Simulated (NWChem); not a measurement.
# A workflow on the pair HF···H2S

Aim: the energy (singlet H3SF, MP2/3-21G), then the energy (singlet HF, MP2/3-21G), then a single-point energy (singlet H2S, MP2/3-21G), then the energy (singlet HF, MP2/3-21G), then the energy (singlet H2S, MP2/3-21G) of FH3S and its partners. 

The calculation is run with NWChem 7.3.0.

## 1. The molecule

H3SF: 5 atoms, total charge 0, spin state singlet. The two molecules were placed rigidly side by side, at 0.85 times their contact distance; the pair isn't optimised.

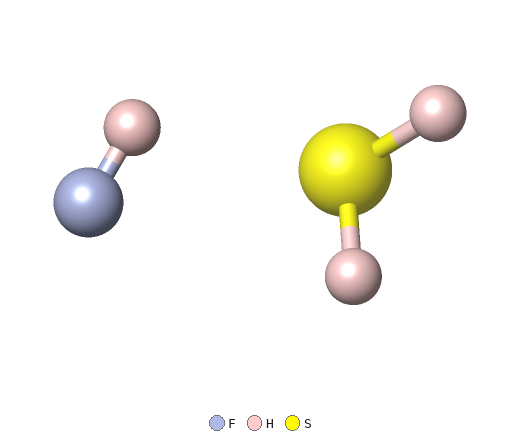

Viewed from a chosen angle; fluorine light blue, hydrogen pink, sulfur yellow.

## 2. A single-point energy at MP2/3-21G (run 1)

mymol.nw

```
START mymol
TITLE "FH3S"
memory stack 880 mb heap 220 mb global 1100 mb
GEOMETRY noautosym nocenter noautoz
   F       -0.390000       0.144600      -0.196400
   H        0.390000      -0.144600       0.196400
   S        1.771370      -1.565740      -1.483400
   H        2.106850      -2.709390      -0.868350
   H        0.598280      -2.068580      -1.895700
END
BASIS spherical bse
   * library 3-21G
END
SCF
   thresh 1e-08
   maxiter 80
   print low
END
MP2
   freeze core 6
   tight
END
TASK mp2
```

Launch:

```sh
$ nwchem mymol.nw > mymol.out
```

Output (excerpt; [...] marks lines left out):

```text
[...]
  functions       =    28
[...]
  wavefunction    = RHF
[...]
         Total SCF energy =   -496.168881811987
      One-electron energy =   -787.248549329034
      Two-electron energy =    241.500605138950
 Nuclear repulsion energy =     49.579062378097
        Time for solution =      0.4s
[...]
          Total MP2 energy          -496.351959655065
[...]
```

Wall time 1.1 s (1 thread of Intel Xeon Platinum 8259CL at 2.50GHz (Skylake/Cascade Lake), shared host); peak memory 0.098 GiB.

## 3. HF: a single-point energy at MP2/3-21G (run 2)

mol.nw

```
start mol
title "FH energy"
memory 2200 mb

geometry noautosym nocenter noautoz
  F     -0.390000     0.144600    -0.196400
  H      0.390000    -0.144600     0.196400
end

basis spherical bse
  * library 3-21G
end

scf
  singlet
  rhf
  thresh 1e-08
  maxiter 80
  noprint "final vectors analysis"
end

mp2
  freeze core 1
  tight
end

task mp2
```

Launch:

```sh
$ nwchem mol.nw > mol.out
```

Output (excerpt; [...] marks lines left out):

```text
[...]
  functions       =    11
[...]
  wavefunction    = RHF
[...]
         Total SCF energy =    -99.459879575933
      One-electron energy =   -150.134411779241
      Two-electron energy =     45.497579517278
 Nuclear repulsion energy =      5.176952686031
        Time for solution =      0.0s
[...]
          Total MP2 energy           -99.580512942094
[...]
```

Run time: 0.62 s. Hardware: 1 thread of Intel Xeon Platinum 8259CL at 2.50GHz (Skylake/Cascade Lake), shared host; peak memory 0.099 GiB.

## 4. H2S: the energy at MP2/3-21G (run 3)

mol.nw

```
START mol
memory 2200 mb
charge 0

GEOMETRY noautosym nocenter noautoz
  S     1.771370   -1.565740   -1.483400
  H     2.106850   -2.709390   -0.868350
  H     0.598280   -2.068580   -1.895700
END

BASIS spherical bse
  * library 3-21G
END

SCF
  thresh 1e-08
  maxiter 80
  print low
END

MP2
  freeze core 5
  tight
END

TASK mp2
```

Launch:

```sh
$ nwchem mol.nw > mol.out
```

Output (excerpt; [...] marks lines left out):

```text
[...]
  functions       =    17
[...]
  wavefunction    = RHF
[...]
         Total SCF energy =   -396.704144209196
      One-electron energy =   -574.187984698919
      Two-electron energy =    164.584714564277
 Nuclear repulsion energy =     12.899125925446
        Time for solution =      0.1s
[...]
          Total MP2 energy          -396.765683605093
[...]
```

Run time: 0.74 s. Hardware: 1 thread of Intel Xeon Platinum 8259CL at 2.50GHz (Skylake/Cascade Lake), shared host; peak memory 0.099 GiB.

## 5. HF among ghost functions: the energy at MP2/3-21G (with ghost functions) (run 4)

fh.nw

```
start fh
memory total 2200 mb

geometry units bohr noautosym nocenter noautoz
 F  -0.73699319  0.27325440 -0.37114221
 H   0.73699319 -0.27325440  0.37114221
 bqS      3.347404    -2.958820    -2.803220
 bqH      3.981369    -5.120005    -1.640944
 bqH      1.130585    -3.909050    -3.582354
end

basis spherical bse
 F library 3-21G
 H library 3-21G
 bqS library S 3-21G
 bqH library H 3-21G
end

scf
 singlet
 rhf
 thresh 1e-08
 maxiter 80
 print low
end

mp2
 freeze core 1
 tight
end

task mp2 energy
```

Launch:

```sh
$ nwchem fh.nw > fh.out
```

Output (excerpt; [...] marks lines left out):

```text
[...]
  functions       =    28
[...]
  wavefunction    = RHF
[...]
         Total SCF energy =    -99.464101947842
      One-electron energy =   -150.092488436835
      Two-electron energy =     45.451434184937
 Nuclear repulsion energy =      5.176952304056
        Time for solution =      0.3s
[...]
          Total MP2 energy           -99.585984833237
[...]
```

Wall time 0.99 s (1 thread of Intel Xeon Platinum 8259CL at 2.50GHz (Skylake/Cascade Lake), shared host); peak memory 0.099 GiB.

## 6. H2S among ghost functions: the energy at MP2/3-21G (with ghost functions) (run 5)

h2s.nw

```
start h2s
title "H2S"
memory total 2200 mb

geometry units atomic noautosym nocenter noautoz
   S      3.34740417    -2.95881978    -2.80321973
   H      3.98136949    -5.12000506    -1.64094368
   H      1.13058535    -3.90904967    -3.58235381
   bqF     -0.736993     0.273254    -0.371142
   bqH      0.736993    -0.273254     0.371142
end

basis spherical bse
   S library 3-21G
   H library 3-21G
   bqF library F 3-21G
   bqH library H 3-21G
end

scf
   thresh 1e-08
   maxiter 80
   noprint "final vectors analysis"
end

mp2
   freeze core 5
   tight
end

task mp2
```

Launch:

```sh
$ nwchem h2s.nw > h2s.out
```

Output (excerpt; [...] marks lines left out):

```text
[...]
  functions       =    28
[...]
  wavefunction    = RHF
[...]
         Total SCF energy =   -396.705228747634
      One-electron energy =   -574.177219602839
      Two-electron energy =    164.572865854568
 Nuclear repulsion energy =     12.899125000637
        Time for solution =      0.3s
[...]
          Total MP2 energy          -396.766969406811
[...]
```

It took 1 s on 1 thread of Intel Xeon Platinum 8259CL at 2.50GHz (Skylake/Cascade Lake), shared host; peak memory 0.099 GiB.

## 7. Outcome

```
                                                                                                             quantity          value
                                                                                       run 1, MP2/3-21G: total energy  -496.35196 Eh
                                                        run 1, MP2/3-21G: correlation energy (6 core orbitals frozen)     -183.1 mEh
                                                                                                     HF: total energy   -99.58051 Eh
                                                                       HF: correlation energy (1 core orbital frozen)     -120.6 mEh
                                                                                                    H2S: total energy  -396.76568 Eh
                                                                     H2S: correlation energy (5 core orbitals frozen)      -61.5 mEh
                                                                               HF among ghost functions: total energy   -99.58598 Eh
                                                 HF among ghost functions: correlation energy (1 core orbital frozen)     -121.9 mEh
                                                                              H2S among ghost functions: total energy  -396.76697 Eh
                                               H2S among ghost functions: correlation energy (5 core orbitals frozen)      -61.7 mEh
              interaction energy of the rigid parts HF and H2S (parts in their own basis; closest atoms 2.60 Å apart)      -0.157 eV
interaction energy of the rigid parts HF and H2S (parts in the whole basis, counterpoise; closest atoms 2.60 Å apart)       0.027 eV
```

In words: The interaction energy of the rigid parts HF and H2S (parts in their own basis; closest atoms 2.60 Å apart) is −0.16 eV (−3.6 kcal/mol). Without counterpoise this holds the superposition error of the basis. The interaction energy of the rigid parts HF and H2S (parts in the whole basis, counterpoise; closest atoms 2.60 Å apart) is 0.03 eV (0.6 kcal/mol): the parts repel at this shape. The basis-set superposition error is 17.7 kJ/mol. It is larger than the uncorrected attraction, which is thus an artefact of the basis.
